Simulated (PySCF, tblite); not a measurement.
**C4H7NO2Si: geometry, infrared bands and NMR shifts**

Wanted: the infrared bands and NMR shifts of C4H7NO2Si (`C=C1C=N[Si@@H](OC)O1`), by calculation.

Programs: tblite 0.8.0 and PySCF 2.14.0, with density-fitted response routines of our own. Each step states its level of theory. These are calculated values for one molecule in the gas phase, unless marked as measured. Atoms are numbered from 0 throughout.

## Step 1: The starting structure

15 atoms, charge 0, multiplicity 1; geometry from: force field or distance geometry start.

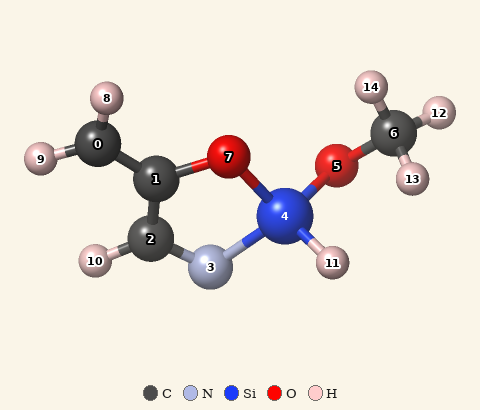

The starting geometry (carbon dark grey, nitrogen light blue, silicon blue, oxygen red, hydrogen pink), atoms numbered.

## Step 2: Geometry optimisation with GFN2-xTB

What the job is given:

```
{"job": {"kind": "relax", "xc": "GFN2-xTB", "basis": "xTB"}, "charge": 0, "multiplicity": 1}
C     -2.792400    -0.732300     0.300400
C     -1.582100    -0.503600    -0.232600
C     -1.361200     0.017000    -1.524400
N     -0.165400     0.189800    -1.913200
Si     0.863300    -0.357200    -0.546200
O      1.772600     0.929700     0.146100
C      2.553200     0.294200     1.139400
O     -0.435500    -0.788100     0.508000
H     -2.880600    -1.136700     1.301100
H     -3.710100    -0.518500    -0.236400
H     -2.212100     0.286700    -2.208500
H      1.714300    -1.504100    -0.881300
H      3.374600     0.937300     1.463000
H      2.925100    -0.643200     0.656500
H      1.931800     0.031400     2.006200
```

Run with:

```console
$ OMP_NUM_THREADS=1 python probes_run.py task.json out
```

This one command runs all jobs of the session in turn.

Standard output:

```text
step      E/eV     max force
  0    -678.93291    2.713
  1    -679.22381    1.550
  2    -679.33631    1.060
  3    -679.38591    0.730
  4    -679.42993    0.586
  5    -679.45732    0.446
  6    -679.48699    0.575
  7    -679.51484    0.523
  8    -679.53166    0.393
  9    -679.54662    0.341
 10    -679.56161    0.385
 11    -679.57386    0.328
 12    -679.58523    0.317
 13    -679.59551    0.259
 14    -679.60464    0.249
 15    -679.61116    0.182
 16    -679.61530    0.151
 17    -679.61875    0.174
 18    -679.62253    0.190
 19    -679.62635    0.170
 20    -679.62940    0.139
 21    -679.63154    0.120
 22    -679.63359    0.155
 23    -679.63630    0.157
 24    -679.63928    0.135
 25    -679.64182    0.126
 26    -679.64391    0.131
 27    -679.64619    0.129
 28    -679.64907    0.143
 29    -679.65247    0.160
 30    -679.65590    0.129
 31    -679.65896    0.137
 32    -679.66170    0.117
 33    -679.66444    0.146
 34    -679.66694    0.118
 35    -679.66881    0.108
 36    -679.67022    0.085
 37    -679.67109    0.061
 38    -679.67167    0.054
 39    -679.67224    0.057
 40    -679.67267    0.053
 41    -679.67294    0.050
 42    -679.67315    0.041
 43    -679.67341    0.037
 44    -679.67374    0.040
 45    -679.67401    0.047
 46    -679.67425    0.050
 47    -679.67454    0.048
 48    -679.67498    0.074
 49    -679.67553    0.080
 50    -679.67605    0.054
 51    -679.67652    0.054
 52    -679.67709    0.062
 53    -679.67795    0.096
 54    -679.67915    0.122
 55    -679.68052    0.110
 56    -679.68194    0.107
 57    -679.68341    0.099
 58    -679.68518    0.106
 59    -679.68709    0.143
 60    -679.68786    0.214
 61    -679.68872    0.216
 62    -679.69035    0.084
 63    -679.69104    0.063
 64    -679.69229    0.101
 65    -679.69322    0.098
 66    -679.69463    0.078
 67    -679.69539    0.188
 68    -679.69710    0.140
 69    -679.70007    0.215
 70    -679.70313    0.164
 71    -679.70585    0.207
 72    -679.70453    0.362
 73    -679.70839    0.335
 74    -679.71166    0.160
 75    -679.71443    0.083
 76    -679.71640    0.145
 77    -679.71792    0.106
 78    -679.72008    0.065
 79    -679.72062    0.080
 80    -679.72137    0.056
 81    -679.72190    0.057
 82    -679.72285    0.057
 83    -679.72389    0.072
 84    -679.72503    0.068
 85    -679.72597    0.045
 86    -679.72652    0.037
 87    -679.72676    0.042
 88    -679.72689    0.025
 89    -679.72700    0.022
 90    -679.72715    0.020
 91    -679.72725    0.023
 92    -679.72734    0.024
 93    -679.72744    0.023
 94    -679.72760    0.027
 95    -679.72780    0.034
 96    -679.72801    0.038
 97    -679.72818    0.036
 98    -679.72831    0.029
 99    -679.72845    0.032
100    -679.72863    0.030
101    -679.72884    0.029
102    -679.72903    0.033
103    -679.72921    0.033
104    -679.72947    0.031
105    -679.72990    0.043
106    -679.73060    0.055
107    -679.73139    0.075
108    -679.73188    0.104
109    -679.73242    0.073
110    -679.73272    0.039
111    -679.73298    0.032
112    -679.73332    0.033
113    -679.73360    0.043
114    -679.73385    0.041
115    -679.73410    0.039
116    -679.73436    0.038
117    -679.73460    0.060
118    -679.73479    0.052
119    -679.73503    0.030
120    -679.73524    0.032
121    -679.73533    0.023
122    -679.73541    0.018
123    -679.73548    0.018
124    -679.73554    0.017
125    -679.73560    0.020
126    -679.73567    0.022
127    -679.73576    0.022
128    -679.73586    0.025
129    -679.73599    0.033
130    -679.73623    0.052
131    -679.73664    0.074
132    -679.73726    0.079
133    -679.73797    0.078
134    -679.73763    0.183
135    -679.73886    0.083
136    -679.73925    0.060
137    -679.73962    0.044
138    -679.74023    0.140
139    -679.74064    0.049
140    -679.74091    0.031
141    -679.74124    0.085
142    -679.74148    0.053
143    -679.74170    0.024
144    -679.74176    0.016
145    -679.74178    0.010
```

Wall time 1.7 s (1 thread of Arm Neoverse N1, shared host).

Relaxation path: (not every step is listed)

| step | energy from step 0 (eV) | largest force (eV/Å) |
| --- | --- | --- |
| 0 | 0.0000 | 2.7129 |
| 1 | -0.2909 | 1.5497 |
| 2 | -0.4034 | 1.0600 |
| 3 | -0.4530 | 0.7298 |
| 4 | -0.4970 | 0.5864 |
| 5 | -0.5244 | 0.4464 |
| 6 | -0.5541 | 0.5754 |
| 7 | -0.5819 | 0.5233 |
| 8 | -0.5987 | 0.3935 |
| 21 | -0.6986 | 0.1203 |
| 34 | -0.7340 | 0.1184 |
| 47 | -0.7416 | 0.0479 |
| 60 | -0.7550 | 0.2145 |
| 73 | -0.7755 | 0.3346 |
| 86 | -0.7936 | 0.0368 |
| 99 | -0.7955 | 0.0320 |
| 112 | -0.8004 | 0.0334 |
| 125 | -0.8027 | 0.0199 |
| 138 | -0.8073 | 0.1397 |
| 140 | -0.8080 | 0.0311 |
| 141 | -0.8083 | 0.0851 |
| 142 | -0.8086 | 0.0527 |
| 143 | -0.8088 | 0.0238 |
| 144 | -0.8089 | 0.0158 |
| 145 | -0.8089 | 0.0104 |

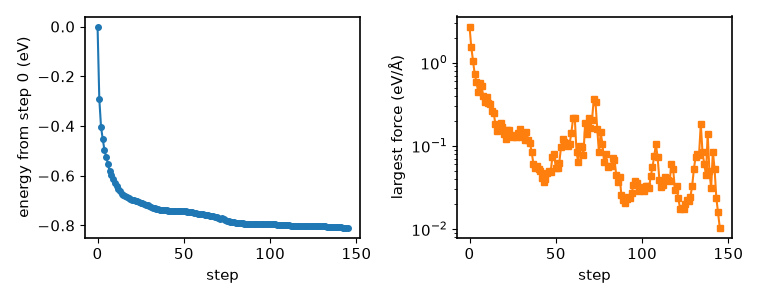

Energy and force, step by step.

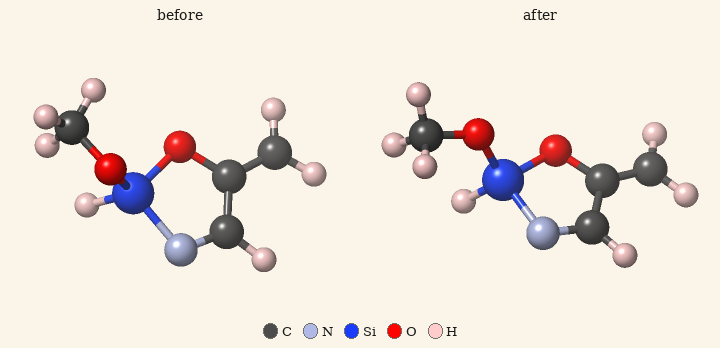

The geometry before (left) and after (right).

Distances of close pairs at the start and the end, largest changes first:

| bond | before (Å) | after (Å) | change (Å) |
| --- | --- | --- | --- |
| Si4–O5 | 1.721 | 1.609 | -0.112 |
| Si4–O7 | 1.727 | 1.655 | -0.073 |
| C1–C2 | 1.410 | 1.467 | +0.057 |
| C2–H10 | 1.125 | 1.081 | -0.043 |
| C1–O7 | 1.394 | 1.351 | -0.043 |
| N3–Si4 | 1.796 | 1.756 | -0.040 |
| C6–H13 | 1.118 | 1.092 | -0.027 |
| O5–C6 | 1.414 | 1.396 | -0.018 |

The next job starts from the end point, and lists it.

## Step 3: Harmonic vibrations with GFN2-xTB

What the job is given:

```
{"job": {"kind": "ir", "xc": "GFN2-xTB", "basis": "xTB"}, "charge": 0, "multiplicity": 1}
C     -3.072367    -0.869737    -0.033040
C     -1.791283    -0.582566    -0.254134
C     -1.278517     0.296199    -1.310607
N     -0.019767     0.410629    -1.405732
Si     0.683518    -0.609638    -0.161021
O      1.492685     0.129724     1.016474
C      2.865925     0.379149     1.049479
O     -0.769175    -1.084073     0.473951
H     -3.371711    -1.531641     0.759399
H     -3.840430    -0.443526    -0.651178
H     -1.950183     0.824690    -1.972917
H      1.367487    -1.759112    -0.729573
H      3.125485     1.180543     0.355146
H      3.428409    -0.515611     0.776435
H      3.125511     0.677302     2.065406
```

Standard output:

```text
mode    cm-1     km/mol
  1      69.2      5.14
  2      88.1      4.14
  3      93.1      0.42
  4     167.5      3.10
  5     186.5      3.36
  6     264.8      5.22
  7     340.0      2.83
  8     351.5     50.37
  9     502.1     50.13
 10     559.5     30.84
 11     595.5     40.02
 12     654.6     17.39
 13     684.0      3.35
 14     734.9    114.91
 15     761.5     60.22
 16     810.2    128.89
 17     847.7     43.21
 18     868.3    151.32
 19     891.7      1.36
 20     915.0     95.96
 21     982.9    154.57
 22    1132.5      5.02
 23    1140.1     61.75
 24    1176.3    328.50
 25    1215.8     53.33
 26    1248.7     88.20
 27    1374.6      1.90
 28    1414.2      1.21
 29    1474.6      6.10
 30    1485.2      3.14
 31    1617.4    138.70
 32    1694.6    140.46
 33    2355.8    260.11
 34    2960.2     33.51
 35    2972.0     42.21
 36    2995.0     20.22
 37    3047.8     38.58
 38    3125.0      1.09
 39    3162.7     15.89
```

It took 0.85 s on 1 thread of Arm Neoverse N1, shared host.

The strongest bands and the atoms that carry them (share of the mass-weighted mode):

| cm⁻¹ | km/mol | atoms |
| --- | --- | --- |
| 735 | 114.9 | H11 86 % |
| 810 | 128.9 | O7 31 %, Si4 21 %, N3 18 %, H8 11 % |
| 868 | 151.3 | Si4 40 %, O7 12 %, C6 12 %, N3 10 % |
| 983 | 154.6 | O7 46 %, H9 18 %, C0 16 % |
| 1176 | 328.5 | O5 52 %, C6 26 % |
| 1617 | 138.7 | C2 43 %, N3 30 %, C1 15 % |
| 1695 | 140.5 | C1 42 %, C0 28 %, N3 14 %, C2 12 % |
| 2356 | 260.1 | H11 97 % |

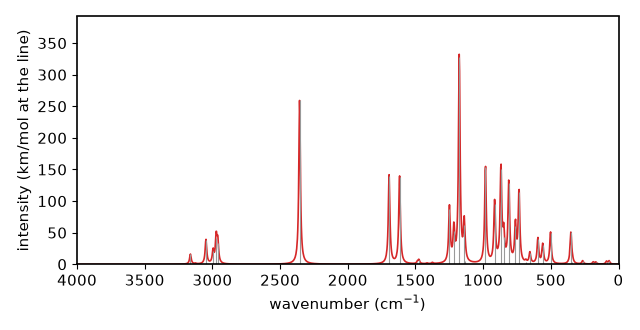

The infrared spectrum from these modes, unscaled. Lines are broadened to a width of 14 cm⁻¹ (Lorentzian).

## Step 4: NMR shieldings: PBE0/pcSseg-1

Settings changed since step 3:

```diff
@@ -1,2 +1,2 @@
-{"job": {"kind": "ir", "xc": "GFN2-xTB", "basis": "xTB"}, "charge": 0, "multiplicity": 1}
+{"job": {"kind": "nmr", "xc": "PBE0", "basis": "pcSseg-1"}, "charge": 0, "multiplicity": 1}
 C     -3.072367    -0.869737    -0.033040
```

Level: GIAO PBE0/pcSseg-1 NMR shielding, non-relativistic, gas phase.

Standard output:

```text
coarse grid: 13544 points
cycle   1  E = -650.5789308726  dE =  1.464e+00  |g| = 9.085e-01  |ddm| = 3.673e+00
cycle   2  E = -650.3505743391  dE =  2.284e-01  |g| = 1.430e+00  |ddm| = 1.893e+00
cycle   3  E = -650.7268799536  dE = -3.763e-01  |g| = 1.349e-01  |ddm| = 1.299e+00
cycle   4  E = -650.7302423252  dE = -3.362e-03  |g| = 6.657e-02  |ddm| = 1.614e-01
cycle   5  E = -650.7311908203  dE = -9.485e-04  |g| = 2.821e-02  |ddm| = 8.173e-02
cycle   6  E = -650.7313723454  dE = -1.815e-04  |g| = 3.943e-03  |ddm| = 2.733e-02
cycle   7  E = -650.7313750995  dE = -2.754e-06  |g| = 1.213e-03  |ddm| = 3.736e-03
final grid: 127776 points
cycle   8  E = -650.7972069611  dE = -1.834e-05  |g| = 1.321e-02  |ddm| = 2.470e-02
cycle   9  E = -650.7971629138  dE =  4.405e-05  |g| = 2.036e-02  |ddm| = 2.183e-02
cycle  10  E = -650.7972384570  dE = -7.554e-05  |g| = 1.754e-03  |ddm| = 1.474e-02
cycle  11  E = -650.7972391576  dE = -7.006e-07  |g| = 3.351e-04  |ddm| = 1.652e-03
cycle  12  E = -650.7972391764  dE = -1.873e-08  |g| = 1.551e-04  |ddm| = 3.742e-04
cycle  13  E = -650.7972391813  dE = -4.930e-09  |g| = 3.996e-05  |ddm| = 1.462e-04
cycle  14  E = -650.7972391816  dE = -2.649e-10  |g| = 1.628e-05  |ddm| = 4.105e-05
converged SCF energy = -650.7972391816

GIAO shielding tensors (ppm)
atom      isotropic    diamagn.    paramagn.     s11        s22        s33       span
  0 C       85.212     253.984    -168.772     -3.925     93.800    165.760    169.685
  1 C       22.667     255.688    -233.021    -73.294     45.464     95.832    169.126
  2 C        6.870     253.654    -246.784   -100.447     10.063    110.993    211.439
  3 N     -113.638     332.459    -446.098   -424.219   -173.317    256.622    680.841
  4 Si     362.003     884.592    -522.589    317.600    363.696    404.714     87.114
  5 O      300.711     400.070     -99.358    228.775    320.652    352.706    123.931
  6 C      135.206     240.561    -105.355    107.887    112.960    184.771     76.885
  7 O      190.687     400.098    -209.412    122.246    151.388    298.425    176.179
  8 H       26.467      29.928      -3.461     24.318     24.865     30.218      5.900
  9 H       26.888      29.799      -2.912     24.819     25.666     30.178      5.359
 10 H       23.188      31.375      -8.187     22.034     22.635     24.893      2.859
 11 H       26.579      31.192      -4.613     23.476     24.732     31.529      8.053
 12 H       27.595      27.929      -0.334     22.861     25.737     34.187     11.325
 13 H       27.663      27.337       0.325     23.741     25.528     33.719      9.978
 14 H       27.580      26.976       0.604     23.235     25.445     34.059     10.824
```

It took 48 s on 1 thread of Arm Neoverse N1, shared host; peak memory 0.81 GiB.

The references, computed at this level on geometries of the same kind, shield at (ppm): 1H TMS 31.72, 13C TMS 186.9, 29Si TMS 349.2, 15N NH3 267.7, 17O H2O 336.1. Their shielding less the atom's gives the shift. The references are single molecules in the gas phase, so shifts against H2O, NH3, PH3, H3PO4 or CFCl3 are not on the usual liquid scales and can be off by tens of ppm. Atoms listed in one row are averaged.

| atoms | environment | σ (ppm) | δ (ppm) | δ scaled to CDCl3 |
| --- | --- | --- | --- | --- |
| C2 | C=N carbon | 6.9 | 180.1 | 173.8 |
| C1 | alkene carbon bearing oxygen | 22.7 | 164.3 | 158.4 |
| C0 | β carbon of an enol-ether or enamine type C=C | 85.2 | 101.7 | 97.4 |
| C6 | methyl carbon bonded to O | 135.2 | 51.7 | 48.6 |
| H10 | hydrogen on a C=N carbon | 23.19 | 8.53 | 8.15 |
| H8 | hydrogen on a β carbon of an enol-ether or enamine type C=C | 26.47 | 5.25 | 5.05 |
| H11 | hydrogen on a silicon bonded to N, 2 O, in a 5-membered ring | 26.58 | 5.14 | – |
| H9 | hydrogen on a β carbon of an enol-ether or enamine type C=C | 26.89 | 4.83 | 4.66 |
| H12, H13, H14 | hydrogen on a methyl carbon bonded to O | 27.61 | 4.10 | 3.97 |
| N3 | imine nitrogen | -113.6 | 381.4 | – |
| Si4 | silicon bonded to N, 2 O, H, in a 5-membered ring | 362.0 | -12.8 | – |
| O7 | oxygen bonded to C, Si, in a 5-membered ring | 190.7 | 145.4 | – |
| O5 | oxygen bonded to C, Si | 300.7 | 35.4 | – |

The scaled column applies a straight-line fit of computed shieldings to shifts measured in CDCl3 (root-mean-square error 0.16 ppm for H, 1.9 ppm for C).

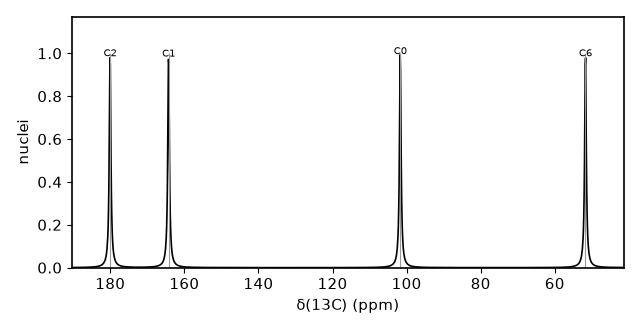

13C lines at the computed shifts, without couplings. Lines are broadened to a width of 0.51 ppm (Lorentzian).

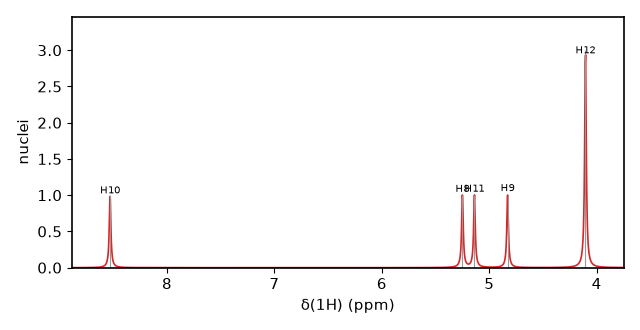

1H lines at the computed shifts, without couplings. Lines are broadened to a width of 0.02 ppm (Lorentzian).

The run also stored atomic charges by several schemes (e):

| atoms | Mulliken | IAO | Hirshfeld | ESP fit |
| --- | --- | --- | --- | --- |
| C0 | -0.12 | -0.36 | -0.11 | -0.65 |
| C1 | 0.08 | 0.17 | 0.06 | 0.34 |
| C2 | 0.11 | 0.02 | 0.05 | 0.24 |
| N3 | -0.52 | -0.58 | -0.28 | -0.69 |
| Si4 | 1.08 | 1.41 | 0.49 | 1.10 |
| O5 | -0.61 | -0.63 | -0.22 | -0.38 |
| C6 | -0.01 | -0.20 | -0.03 | -0.16 |
| O7 | -0.56 | -0.59 | -0.21 | -0.53 |

IAO charges:

C0 -0.36; C1 0.17; C2 0.02; N3 -0.58; Si4 1.41; O5 -0.63; C6 -0.20; O7 -0.59; H8 0.17; H9 0.16; H10 0.15; H11 -0.17; H12 0.14; H13 0.13; H14 0.16

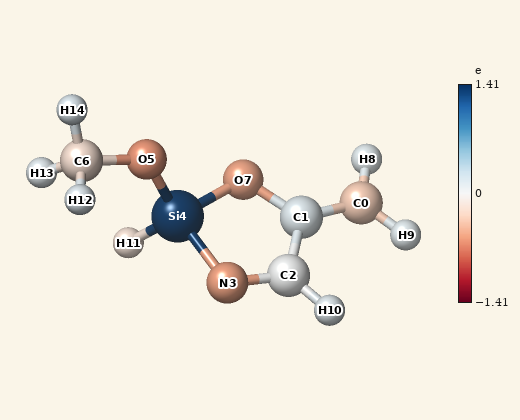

IAO charges, as colours on the atoms.

Mayer bond orders: C0–C1 1.83, C1–C2 1.03, C2–N3 1.87, N3–Si4 0.97, Si4–O5 1.07, O5–C6 0.88, Si4–O7 0.94, O7–C1 0.99.

Ring of atoms C1, C2, N3, Si4, O7: NICS(0) -2.9, NICS(1) -4.5, NICS(1)zz -6.0 ppm (means of both faces).

## Step 5: Results

```
                                                              quantity                             value
                             strongest single infrared mode (GFN2-xTB)             1176 cm⁻¹, 328 km/mol
                                          zero-point energy (GFN2-xTB)                     67.1 kcal/mol
                                13C shifts against TMS (PBE0/pcSseg-1)     180.1, 164.3, 101.7, 51.7 ppm
1H shifts against TMS (PBE0/pcSseg-1, means over atoms taken as alike)  8.53, 5.25, 5.14, 4.83, 4.10 ppm
                                15N shifts against NH3 (PBE0/pcSseg-1)                         381.4 ppm
                               29Si shifts against TMS (PBE0/pcSseg-1)                         -12.8 ppm
                                17O shifts against H2O (PBE0/pcSseg-1)                   145.4, 35.4 ppm
```

What this shows: The optimisation took 145 steps and gained 0.809 eV; among the close pairs (by a distance rule), Si4–O5 changed most, from 1.721 to 1.609 Å. All 39 modes are real, so the xTB geometry is a minimum. The strongest single mode, at 1176 cm⁻¹, moves mainly O5 and C6. Unscaled tight-binding wavenumbers are off by several per cent, some by more. Its intensities can rank the bands wrongly. At PBE0/pcSseg-1: Shielding is most anisotropic at N3 (span 681 ppm, paramagnetic term -446 ppm).
